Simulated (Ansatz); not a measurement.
# BNH (quartet): RPA-PBE over vertical spin and charge gaps, cc-pVTZ

How well do these functionals follow the top wave-function level for BNH (quartet) over vertical spin and charge gaps?

Program: Ansatz 0.2.0, Gaussian basis. Level of theory: cc-pVTZ, all electrons in the functionals, frozen cores in the correlation of double hybrids and RPA. These are calculated values, not measurements.

The runs, in order: RPA-PBE, at charge 0, quartet; charge 0, doublet; charge 0, sextet; charge 1, triplet; charge 1, quintet.

5 further runs of the same task are left out: 5 set aside as unsound or not needed.

## (1) The geometry

The geometry is a PBE0/def2-TZVP stationary point (not a proven minimum).

3 atoms, charge 0, spin multiplicity 4.

Atoms are counted from 1 here; the program's logs count them from 0.

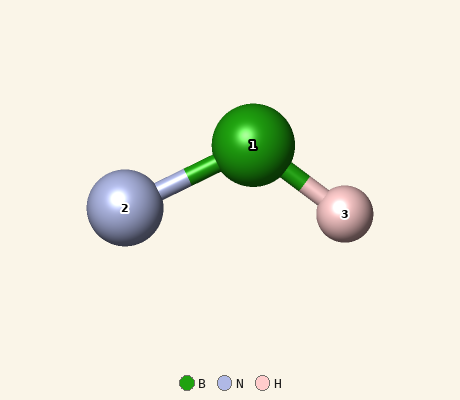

The geometry (boron green, nitrogen light blue, hydrogen pink); atoms are numbered from 1 in the order of the file.

No dispersion term is added.

The geometry shown and the zero of energy belong to the point charge 0, quartet. The yardstick, UCCSDT(Q), and other wave-function levels (R restricted, U unrestricted, valence and pair active spaces) come from earlier runs.

## (2) RPA-PBE, charge 0, quartet

in.yaml

```yaml
crystal:
  periodic: [false, false, false]
  atoms:
    - {symbol: B, position_ang: [0.000000, -0.185227, 0.772970]}
    - {symbol: N, position_ang: [0.000000, 0.087426, -0.705019]}
    - {symbol: H, position_ang: [0.000000, 0.771807, 1.506451]}
basis:
  gaussian: {orbitals: cc-pVTZ}
magnetization: {spin_polarized: true, initial_magnetization: 3}
hamiltonian: {xc: {name: PBE}}
correlation: {method: rpa, electrons: outside_noble_gas}
```

Launch:

```console
> ansatz run in.yaml --threads 1 --pin off --events-out ev --progress --plain --max-ram 2816MiB --backend cpu
```

What it wrote:

```text
Functional definition: PBE
  name "PBE"
  cite "Perdew, Burke & Ernzerhof, Phys. Rev. Lett. 77, 3865 (1996) doi:10.1103/PhysRevLett.77.3865"
  parent pbe
  parameter kappa = 0.804
  parameter beta = 0.06672455060314922
  exchange = pbe_x(kappa = kappa, mu = beta*pi^2/3)
  correlation = pbe_c(beta = beta)
438 factors; integrals over basis functions are off by at most 1.4e-3 eV
mean field evaluation 1: about -2172.6724 eV, gradient 1.6e1 eV
mean field evaluation 2: about -2172.6690 eV, gradient 1.6e1 eV
mean field evaluation 4: about -2173.6727 eV, gradient 6.0e0 eV
mean field evaluation 8: about -2173.8762 eV, gradient 2.7e-2 eV
mean field evaluation 16: about -2173.8763 eV, gradient 9.3e-6 eV
mean field evaluation 32: about -2173.5673 eV, gradient 7.2e0 eV
mean field -2173.87625790 eV, -79.8884789716 hartree, gradient 9.3e-6 eV, S^2 3.753827; 6 other end points of the search recorded, 0 dependent functions left out
2 core orbitals not correlated: weight in the atoms' cores, before any rotation towards them, 1.000 or more for the frozen orbitals, at most 0.000 for the correlated occupied ones
reference -2165.41769279 eV, -79.5776324371 hartree; 6, 3 occupied and 66, 69 virtual orbitals, 438 factors
Total energy: -2176.13625172 eV, -79.9715322125 hartree
```

Run time: 2.4 s. Hardware: 1 thread of AMD EPYC 7R13, shared host.

From the report: ⟨S²⟩ of the determinant 3.754 (pure quartet: 3.75).

## (3) RPA-PBE, charge 0, doublet

Changes to in.yaml since step 2:

```diff
@@ -8,3 +8,3 @@
   gaussian: {orbitals: cc-pVTZ}
-magnetization: {spin_polarized: true, initial_magnetization: 3}
+magnetization: {spin_polarized: true, initial_magnetization: 1}
 hamiltonian: {xc: {name: PBE}}
```

The command is unchanged.

What it wrote, shortened:

```text
Functional definition: PBE
  name "PBE"
  cite "Perdew, Burke & Ernzerhof, Phys. Rev. Lett. 77, 3865 (1996) doi:10.1103/PhysRevLett.77.3865"
  parent pbe
[...]
438 factors; integrals over basis functions are off by at most 1.4e-3 eV
[...]
mean field -2175.61952863 eV, -79.9525429891 hartree, gradient 2.2e-6 eV, S^2 0.759285; 7 other end points of the search recorded, 0 dependent functions left out
2 core orbitals not correlated: weight in the atoms' cores, before any rotation towards them, 1.000 or more for the frozen orbitals, at most 0.000 for the correlated occupied ones
reference -2164.58983409 eV, -79.5472091910 hartree; 5, 4 occupied and 67, 68 virtual orbitals, 438 factors
Total energy: -2177.78918272 eV, -80.0322763064 hartree
```

Run time: 4.1 s. Hardware: 1 thread of AMD EPYC 7R13, shared host.

From the report: ⟨S²⟩ of the determinant 0.759 (pure doublet: 0.75).

From charge 0, quartet: -159.5 kJ/mol.

## (4) RPA-PBE, charge 0, sextet

Changes to in.yaml since step 3:

```diff
@@ -8,3 +8,3 @@
   gaussian: {orbitals: cc-pVTZ}
-magnetization: {spin_polarized: true, initial_magnetization: 1}
+magnetization: {spin_polarized: true, initial_magnetization: 5}
 hamiltonian: {xc: {name: PBE}}
```

Launched as before.

What it wrote, shortened:

```text
Functional definition: PBE
  name "PBE"
  cite "Perdew, Burke & Ernzerhof, Phys. Rev. Lett. 77, 3865 (1996) doi:10.1103/PhysRevLett.77.3865"
  parent pbe
[...]
438 factors; integrals over basis functions are off by at most 1.4e-3 eV
[...]
mean field -2168.59660935 eV, -79.6944554661 hartree, gradient 3.8e-6 eV, S^2 8.753276; 0 other end points of the search recorded, 0 dependent functions left out
2 core orbitals not correlated: weight in the atoms' cores, before any rotation towards them, 1.000 or more for the frozen orbitals, at most 0.000 for the correlated occupied ones
reference -2160.58589458 eV, -79.4000671281 hartree; 7, 2 occupied and 65, 70 virtual orbitals, 438 factors
Total energy: -2170.83221142 eV, -79.7766123267 hartree
```

It took 0.85 s on 1 thread of AMD EPYC 7R13, shared host.

From the report: ⟨S²⟩ of the determinant 8.753 (pure sextet: 8.75).

From charge 0, quartet: +511.8 kJ/mol.

## (5) RPA-PBE, charge 1, triplet

Changes to in.yaml since step 4:

```diff
@@ -8,3 +8,4 @@
   gaussian: {orbitals: cc-pVTZ}
-magnetization: {spin_polarized: true, initial_magnetization: 5}
+total_charge: 1
+magnetization: {spin_polarized: true, initial_magnetization: 2}
 hamiltonian: {xc: {name: PBE}}
```

Same command.

What it wrote, shortened:

```text
Functional definition: PBE
  name "PBE"
  cite "Perdew, Burke & Ernzerhof, Phys. Rev. Lett. 77, 3865 (1996) doi:10.1103/PhysRevLett.77.3865"
  parent pbe
[...]
438 factors; integrals over basis functions are off by at most 1.4e-3 eV
[...]
mean field -2165.02307045 eV, -79.5631303337 hartree, gradient 1.9e-6 eV, S^2 2.009818; 1 other end points of the search recorded, 0 dependent functions left out
2 core orbitals not correlated: weight in the atoms' cores, before any rotation towards them, 1.000 or more for the frozen orbitals, at most 0.000 for the correlated occupied ones
reference -2156.28626706 eV, -79.2420587311 hartree; 5, 3 occupied and 67, 69 virtual orbitals, 438 factors
Total energy: -2167.06564441 eV, -79.6381935420 hartree
```

It took 1.2 s on 1 thread of AMD EPYC 7R13, shared host.

From the report: ⟨S²⟩ of the determinant 2.010 (pure triplet: 2.00).

From charge 0, quartet: +875.2 kJ/mol.

## (6) RPA-PBE, charge 1, quintet

Changes to in.yaml since step 5:

```diff
@@ -9,3 +9,3 @@
 total_charge: 1
-magnetization: {spin_polarized: true, initial_magnetization: 2}
+magnetization: {spin_polarized: true, initial_magnetization: 4}
 hamiltonian: {xc: {name: PBE}}
```

The command is unchanged.

What it wrote, shortened:

```text
Functional definition: PBE
  name "PBE"
  cite "Perdew, Burke & Ernzerhof, Phys. Rev. Lett. 77, 3865 (1996) doi:10.1103/PhysRevLett.77.3865"
  parent pbe
[...]
438 factors; integrals over basis functions are off by at most 1.4e-3 eV
[...]
mean field -2161.53453769 eV, -79.4349291194 hartree, gradient 4.3e-6 eV, S^2 6.003277; 0 other end points of the search recorded, 0 dependent functions left out
2 core orbitals not correlated: weight in the atoms' cores, before any rotation towards them, 1.000 or more for the frozen orbitals, at most 0.000 for the correlated occupied ones
reference -2154.24232943 eV, -79.1669454085 hartree; 6, 2 occupied and 66, 70 virtual orbitals, 438 factors
Total energy: -2163.68075894 eV, -79.5138012954 hartree
```

It took 0.88 s on 1 thread of AMD EPYC 7R13, shared host.

From the report: ⟨S²⟩ of the determinant 6.003 (pure quintet: 6.00).

From charge 0, quartet: +1201.8 kJ/mol.

## (7) The comparison

The yardstick is UCCSDT(Q), where the cluster series has nearly closed. It comes from earlier runs at the same points. Energies in kJ/mol, counted from charge 0, quartet; blanks weren't run or aren't comparable.

```csv
level,quartet to doublet,quartet to sextet,ionisation to the triplet cation,ionisation to the quintet cation
UCCSDT(Q),,511.2,855.1,1170.7
RPA-PBE,-159.5,511.8,875.2,1201.8
```

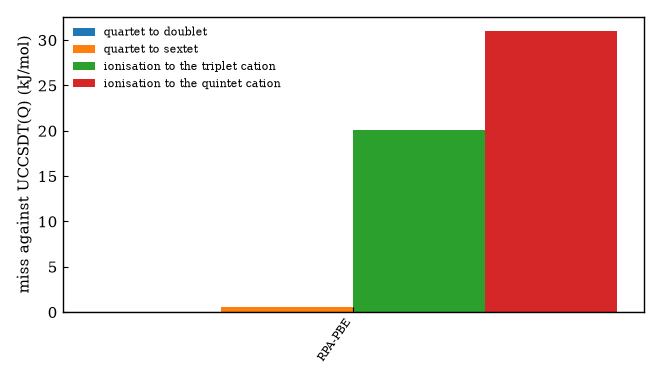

Misses of the gaps against UCCSDT(Q).

Largest miss and mean time a point (UCCSDT(Q) took 12 s a point; shared hosts):

```csv
level,largest miss (kJ/mol),where,time a point
RPA-PBE,+31.1,ionisation to the quintet cation,1.9 s
```

## (8) Outcome

```
                                   quantity                                            value
               quartet to sextet, UCCSDT(Q)                                     511.2 kJ/mol
ionisation to the triplet cation, UCCSDT(Q)                                     855.1 kJ/mol
ionisation to the quintet cation, UCCSDT(Q)                                    1170.7 kJ/mol
                      largest miss, RPA-PBE  +31.1 kJ/mol (ionisation to the quintet cation)
```

In words: Misses are known at 3 of 4 points at best, and only functionals with that many are ranked. RPA-PBE strays by up to 31.1 kJ/mol, at ionisation to the quintet cation. Functionals and the yardstick converge differently with the basis, so part of each miss in cc-pVTZ is the basis.
